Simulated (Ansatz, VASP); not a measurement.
# AlN: VASP beside Ansatz, part 2 of 2

Aim: how closely do two programs agree when they are given the same cell, functional and k mesh? The cell is taken from a series of VASP runs on this material, whose earlier steps may have relaxed, scaled or displaced it; both programs get it as it stands. Valence electrons are named where the data sets of a main pair hold unlike numbers.

VASP 6.6.1 and Ansatz 0.2.0.

So far: Starting point; VASP: band structure, HSE06.

## (3) Ansatz: band structure, HSE06

Level of this step: Ansatz beside VASP: Kohn-Sham DFT, plane waves, HSE06 (Ansatz).

Ansatz runs on its default PAW (the set named soft_2) files.

The same cell, functional, mesh and smearing now go to Ansatz, which takes its cutoff from its data sets.

Contents of input.yaml:

```yaml
crystal:
  lattice:
    - [0.0, 2.1839935596, 2.1839935596]
    - [2.1839935596, 0.0, 2.1839935596]
    - [2.1839935596, 2.1839935596, 0.0]
  atoms:
    - { symbol: Al, position: [0.0, 0.0, 0.0] }
    - { symbol: "N", position: [0.25, 0.25, 0.25] }
hamiltonian:
  xc: { exchange: pbe, correlation: pbe, exx: { coeff: 0.25, omega: 0.2 } }
  pseudopotentials: { kind: paw }
kpoints:
  mp_grid: { grid: [6, 6, 6] }
  band_path:
    path:
      - [0.0, 0.0, 0.0]
      - [0.5, 0.0, 0.5]
      - [0.5, 0.22222, 0.72222]
      - [0.40278, 0.34722, 0.75]
      - [0.125, 0.125, 0.25]
      - [0.27778, 0.27778, 0.27778]
      - [0.55556, 0.38889, 0.55556]
      - [0.58333, 0.25, 0.66667]
      - [0.5, 0.30556, 0.69444]
      - [0.48611, 0.48611, 0.52778]
      - [0.625, 0.25, 0.625]
      - [0.5, 0.0, 0.5]
    npoints: 1
scf:
  occupations: { method: gaussian, width: 0.03 }
  n_extra_bands: 7
output:
  forces: true
  stress: true
  eigenvalues: true
  write_density: true
  write_potential: true
  elf: true
  volumetric_format: npy
```

Launch:

```sh
$ ansatz run input.yaml --threads 4 --pin off --max-ram 9216MiB --backend cpu --events-out ev --progress --plain --runs-dir out
```

Numbers of over 12 decimals in the logs are rounded to 6 here.

The log of the run:

```text
Warning: output.stress: scf.convergence.dr2_threshold = 1e-7 eV (the SCF's general default) is looser than the 2e-10 eV advised for a printed stress (1e-10 eV for each atom of the cell: 2). What an SCF threshold leaves in a stress goes as its square root, and in the free energy as the threshold itself, and one threshold admits the most on a small cell: [figures from the program's tests cut] Set scf.convergence.dr2_threshold to 2e-10 eV or tighter. The threshold is an SCF's pass mark: one that does not reach it within its budget of iterations ends unconverged, or closes short of it on a stop that the run arms, and scf.convergence.dr2_threshold's page says what that costs each kind of run
Warning: output.stress: scf.exx.energy_threshold = 1e-6 eV is looser than the 2e-8 eV advised for a stress under a hybrid functional (1e-8 eV for each atom of the cell: 2). Every SCF of the exchange loop can meet its threshold on dr2 while the loop round them stops early: no threshold on dr2 bounds what that leaves in the stress. Set scf.exx.energy_threshold to 2e-8 eV or tighter. The threshold is the loop's pass mark: a loop that does not reach it within its budget of cycles ends unconverged, and scf.exx.energy_threshold's page has the law
scf.n_extra_bands = 7 over 4 filled bands (N_el = 8.0): the run solves 11 bands
Engine: ansatz 0.2.0, aarch64-unknown-linux-gnu
Pseudopotentials: kind: paw
Pseudopotential: Al, paw, valence charge 3, recommended cutoff 420 eV (normal), Al.paw.azcp
Pseudopotential: N, paw, valence charge 5, recommended cutoff 420 eV (normal), N.paw.azcp
Functional definition: unnamed
  parameter a_1 = 0.25
  parameter omega_1 = 0.2/angstrom
  exchange = pbe_x + (-a_1)*pbe_x_sr(omega_1) + a_1*exact_x_sr(omega_1)
  correlation = pbe_c
Crystal: 2 atoms, lattice volume = 20.835 Å³
Basis set: ecut = 420 eV, 411 PW (Γ), exchange–correlation on 48×48×48 points (8 copies of the dense FFT grid, shifted against one another)
Bands: 11, of which v1, the nominal top of the filled ones, is band 4 counted from 1 (3 counted from 0)
Symmetry: 24 space group operations
Space group: F-43m (ITA 216), of the structure as read, at distance tolerance 2.8e-5 Å
k-points: 16 of 216 (time reversal used)
Non-local potential: Al, projectors of the file, l = 0: 2, l = 1: 2, l = 2: 1
Non-local potential: N, projectors of the file, l = 0: 2, l = 1: 2, l = 2: 1
PAW form: soft (Blöchl's): semilocal exchange-correlation on the pseudo side does not see the compensation charge
PAW frozen core: Al, regenerated for the run's functional, and the local potential with it (the file was generated under x = pbe(κ = 0.804, μ = 0.219515), c = pbe(β = 0.066725))
PAW frozen core: N, regenerated for the run's functional, and the local potential with it (the file was generated under x = pbe(κ = 0.804, μ = 0.219515), c = pbe(β = 0.066725))
PAW one-centre angular grid: Al, 110 points (default); XC on 64 Gauss nodes
PAW one-centre angular grid: N, 110 points (default); XC on 64 Gauss nodes
Initial density: superposition of atomic densities (neutral atoms: chi_scale 0, normalization atom), corrected by the library's trained network
Initial wavefunctions: pseudopotential atomic-orbital guess
Functional: x = pbe(κ = 0.804, μ = 0.219515), c = pbe(β = 0.066725), warm-up for x = pbe(κ = 0.804, μ = 0.219515) + 0.25 (exact − pbe) at short range (hse, ω = 0.2 Å⁻¹), c = pbe(β = 0.066725)
SCF iter   1: F=—  HF=-924.195843 eV  |F-HF|=—  |Δ(HF+E_count)|=         —  Δρ=9.33e-4  dr2=1.16e-4  ethr=1.77e-3  ⟨swp⟩=2.0  Hψ=1221  notcnv=0
preconditioner: auto → none  [insulator: Δε(μ)=3.330 eV  Ē_g=19.154 eV  σ=0.030 eV  W_gap=1.00  n_scr=0 (ndim 8)  ℏωp=23.0 eV  f_vac=0.000  D(μ)=0.00/eV (n_scr^D=0)]
SCF iter   2: F=-924.195921 eV  HF=-924.195899 eV  |F-HF|=2.22e-5  |Δ(HF+E_count)|=   5.61e-5  Δρ=4.04e-4  dr2=1.84e-5  ethr=1.46e-6  ⟨swp⟩=3.4  Hψ=311  notcnv=0  defer=12
SCF 1 stopped early in 2 iterations: F = -924.195921 eV  dr2 = 1.84e-5
  greatest PAW one-centre occupation: 0.788 electrons in one spin orbital (limit 2), on the N atom at site 1 (counted from 0), in its partial waves of l = 0
Initial density: handed on by an earlier stage of this run
Initial wavefunctions: those handed on with the density
Functional: x = pbe(κ = 0.804, μ = 0.219515) + 0.25 (exact − pbe) at short range (hse, ω = 0.2 Å⁻¹), c = pbe(β = 0.066725)
Exchange kernel: α = 0.2500, screened, ω = 0.2000 Å⁻¹, Wigner–Seitz truncation, v(0) = 1121.6290 eV·Å³, q-mesh 6×6×6, nearest image of the exchange supercell L = 18.53 Å, pair-density grid 15×15×15, without the augmentation charges, whose exchange is taken in its separable form by FFT convolution over the k-point mesh (sized by the pseudopotential files, 18×18×18 at the most), smooth part of the exact exchange by density-matrix convolution
Frozen-core exchange: fock
SCF iter   1: F=—  HF=-924.661594 eV  |F-HF|=—  |Δ(HF+E_count)|=         —  Δρ=6.32e-3  dr2=4.29e-3  ethr=2.30e-6  ⟨swp⟩=8.1  Hψ=888  notcnv=0
preconditioner: auto → none  [insulator: Δε(μ)=4.546 eV  Ē_g=21.437 eV  σ=0.030 eV  W_gap=1.00  n_scr=0 (ndim 8)  ℏωp=23.0 eV  f_vac=0.000  D(μ)=0.00/eV (n_scr^D=0)]
SCF iter   2: F=—  HF=-924.659986 eV  |F-HF|=—  |Δ(HF+E_count)|=   1.61e-3  Δρ=2.90e-3  dr2=1.18e-3  ethr=2.30e-6  ⟨swp⟩=3.1  Hψ=382  notcnv=0
iter 3 solved again at ethr=1.39e-7 eV; its pass at ethr=2.30e-6 eV (dr2=1.11e-5 eV) is discarded
SCF iter   3: F=—  HF=-924.659607 eV  |F-HF|=—  |Δ(HF+E_count)|=   3.79e-4  Δρ=2.33e-4  dr2=2.79e-4  ethr=1.39e-7  ⟨swp⟩=2.4  Hψ=597  notcnv=0
SCF iter   4: F=—  HF=-924.662210 eV  |F-HF|=—  |Δ(HF+E_count)|=   2.60e-3  Δρ=5.32e-4  dr2=5.51e-5  ethr=1.39e-7  ⟨swp⟩=4.3  Hψ=446  notcnv=0  defer=1
SCF iter   5: F=—  HF=-924.662197 eV  |F-HF|=—  |Δ(HF+E_count)|=   1.33e-5  Δρ=9.12e-5  dr2=3.67e-6  ethr=1.39e-7  ⟨swp⟩=3.0  Hψ=275  notcnv=0
SCF iter   6: F=-924.662221 eV  HF=-924.662221 eV  |F-HF|=4.56e-7  |Δ(HF+E_count)|=   2.43e-5  Δρ=5.62e-5  dr2=4.97e-7  ethr=1.45e-8  ⟨swp⟩=4.2  Hψ=411  notcnv=0  defer=1
SCF 2 stopped early in 6 iterations: F = -924.662221 eV  dr2 = 4.97e-7
hybrid outer 1: dexx = +2.803e-3 eV, tail = 4.08e-6 eV
Exchange kernel: α = 0.2500, screened, ω = 0.2000 Å⁻¹, Wigner–Seitz truncation, v(0) = 1121.6290 eV·Å³, q-mesh 6×6×6, nearest image of the exchange supercell L = 18.53 Å, pair-density grid 15×15×15, without the augmentation charges, whose exchange is taken in its separable form by FFT convolution over the k-point mesh (sized by the pseudopotential files, 18×18×18 at the most), smooth part of the exact exchange by density-matrix convolution
Frozen-core exchange: fock
SCF iter   1: F=—  HF=-924.662221 eV  |F-HF|=—  |Δ(HF+E_count)|=         —  Δρ=2.07e-5  dr2=3.04e-8  ethr=2.55e-7  ⟨swp⟩=4.8  Hψ=472  notcnv=0
preconditioner: auto → none  [insulator: Δε(μ)=4.575 eV  Ē_g=21.434 eV  σ=0.030 eV  W_gap=1.00  n_scr=0 (ndim 8)  ℏωp=23.0 eV  f_vac=0.000  D(μ)=0.00/eV (n_scr^D=0)]
SCF iter   2: F=-924.662221 eV  HF=-924.662221 eV  |F-HF|=2.72e-9  |Δ(HF+E_count)|=   2.36e-8  Δρ=6.96e-6  dr2=7.41e-9  ethr=3.35e-10  ⟨swp⟩=3.9  Hψ=325  notcnv=0
SCF 3 converged in 2 iterations: F = -924.662221 eV  dr2 = 7.41e-9
  Residual-converged pass: ⟨swp⟩=2.9  Hψ=281  notcnv=0  max |occ|·‖R‖ = 2.3e-6 eV (tolerance 2.4e-6 eV)  dr2=7.42e-9  dr2_onsite=5.13e-10  max |Δocc| = 0.0e0
hybrid outer 2: dexx = +2.827e-8 eV, tail = 1.65e-8 eV, Δε = 1.14e-3 eV (about 8.82e-5 eV left of the loop's levels)
NSCF: frozen V_eff on 12 k-points
hybrid SCF converged: 2 outer / 8 inner (+2 warm-up), last move |dexx| = 2.83e-8 eV, tail = 1.65e-8 eV
Stability not checked: this state was not tested for a lower state beside it, because the functional holds exact exchange (a hybrid, or Hartree-Fock), whose exchange loop this test does not read (fock_operator; see scf.lower_state_search)
Free energy (F): -924.662221 eV
Frozen-core exchange: fock
Harris-Foulkes:  -924.662221 eV  (|F-HF|=2.72e-9)
Internal energy: -924.662221 eV  (E = F + TS)
E sigma→0 (E₀):  -924.662221 eV
Fermi energy:    8.312448 eV
--- Per-component energies (eV) ---
  E_band       = 3.990944
  E_kinetic    = 160.017631
  E_local      = -222.407590  (includes V_loc(G=0)·N_el)
  E_nonlocal   = 54.304310
  E_hartree    = 77.525007
  E_xc         = -82.474782
  E_vxc        = -86.832213  (∫ρ·V_xc dr)
  E_exx        = -18.042669  (= α·E_x^exact, valence–valence)
  E_paw        = -596.913617  (= ΣΔE_a)
  E_vpaw       = -20.055333  (= ΣTr[D̂ρ^β])
  E_aug_tail   = 0.000097  (compensation charges beyond the density's cutoff)
  E_ewald      = -296.603555
  E_core_change = -0.067052  (= ΣΔE_core)
  E_smearing   = -0.000000  (= −TS)
  E_closure    = 0.000000  (closes the sum)
  Σ components = -924.662221   (vs F -924.662221, Δ=0.00e0)
--- Forces (eV/Å), atoms counted from 1 ---
  atom   1  Al     0.00000000    -0.00000000     0.00000000
  atom   2  N     -0.00000000     0.00000000    -0.00000000
  max |Σ_I F_I| component: 2.04e-16 eV/Å
--- Stress (GPa, compression-positive) ---
       -0.402115       0.000000      -0.000000
       -0.000000      -0.402115       0.000000
       -0.000000       0.000000      -0.402115
  P = ⅓ Tr σ = -0.4021 GPa (-4.021 kbar)
--- Band table (eV; the first three rows and the last of 16) ---
  k-point 0: bands = [-10.4108, 6.0249, 6.0249, 6.0249, 11.6069, 20.3459, 20.3459, 20.3459, ... 3 higher]
  k-point 1: bands = [-9.9872, 4.0665, 5.8815, 5.8815, 13.0977, 19.4282, 20.5232, 20.5232, ... 3 higher]
  k-point 2: bands = [-8.9416, 1.1250, 5.6201, 5.6201, 14.5823, 18.2029, 19.4221, 19.4221, ... 3 higher]
  k-point 15: bands = [-7.5261, 1.3684, 3.0218, 3.3723, 12.6218, 17.9634, 20.8520, 21.0932, ... 3 higher]
```

Elapsed: 9.9 s, on 4 threads of Arm Neoverse V2, shared host; peak memory 0.57 GiB.

Reading the cycles: dr2 is the Hartree energy of the density residual (eV), the measure of convergence; HF is the Harris–Foulkes estimate of the energy, which meets the free energy F at convergence.

## (4) Differences

Known differences besides the potentials themselves: exact exchange at q = 0 is treated differently, which shows on coarse meshes; VASP keeps PBE cores, Ansatz makes them for the functional; the cutoff is 420 eV in Ansatz and 460 eV in VASP; VASP takes a coarser grid for exact exchange (PRECFOCK = Fast). Total energies have different zeros and are not compared.

The two programs side by side:

```csv
quantity,Ansatz,VASP,difference
gap over the path points (eV),4.575,4.574,+0.001
```

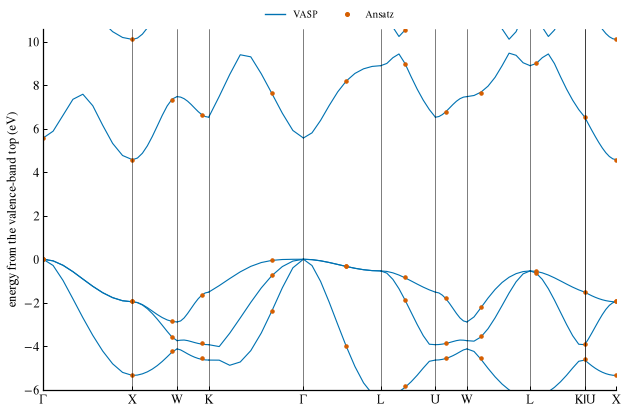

Bands from VASP (lines) and levels from Ansatz (dots). Dots without a line are higher empty bands that the VASP plot leaves out.

Levels at points of the path, from each program's valence-band top (eV; 3 filled, then empty):

```csv
k (reciprocal lattice),Ansatz,VASP
0.000 0.000 0.000,0.00 0.00 0.00 5.58 14.32,0.00 0.00 0.00 5.57 14.26
0.500 0.000 0.500,-5.30 -1.93 -1.93 4.58 10.11,-5.34 -1.96 -1.96 4.57 10.10
0.500 0.222 0.722,-4.21 -3.56 -2.83 7.34 12.88,-4.26 -3.58 -2.86 7.36 12.90
0.403 0.347 0.750,-4.56 -3.87 -1.63 6.64 11.84,-4.60 -3.90 -1.65 6.65 11.85
0.125 0.125 0.250,-2.37 -0.74 -0.05 7.63 13.25,-2.38 -0.75 -0.05 7.62 13.21
0.278 0.278 0.278,-3.99 -0.32 -0.32 8.21 12.53,-4.01 -0.33 -0.33 8.19 12.51
0.556 0.389 0.556,-5.85 -1.85 -0.84 8.99 10.54,-5.89 -1.87 -0.85 8.99 10.53
0.583 0.250 0.667,-4.52 -3.84 -1.79 6.78 11.94,-4.56 -3.87 -1.82 6.78 11.95
0.500 0.306 0.694,-4.56 -3.54 -2.20 7.66 12.32,-4.60 -3.57 -2.22 7.68 12.32
0.486 0.486 0.528,-6.29 -0.62 -0.55 9.02 11.29,-6.33 -0.64 -0.56 9.00 11.30
```

Among the levels compared at these points, filled levels agree within 44 meV and empty ones within 57 meV.

## (5) What came out

```
largest difference of a filled level at the path points (band structure, HSE06) : 44 meV
```

What this shows: The largest difference of a filled level at the path points is 44 meV (band structure, HSE06), within the 80 meV picked in this series as the mark of a large difference. Such differences can come from data sets, numerical settings and the points named under the comparisons, not from the functional's error against experiment.

[Lines on the potential files, build, host, timing and source positions are cut from VASP's logs without a mark.]

[Logs are printed without paths, hosts, clocks, repeated set-up lines and the standing remarks that a program may print on its own settings, such as how far it seeks lower states.]

[Hosts, paths, dates, database ids (printed as entryN), source tags and the programs' standing remarks are cut or masked in the printed files.]
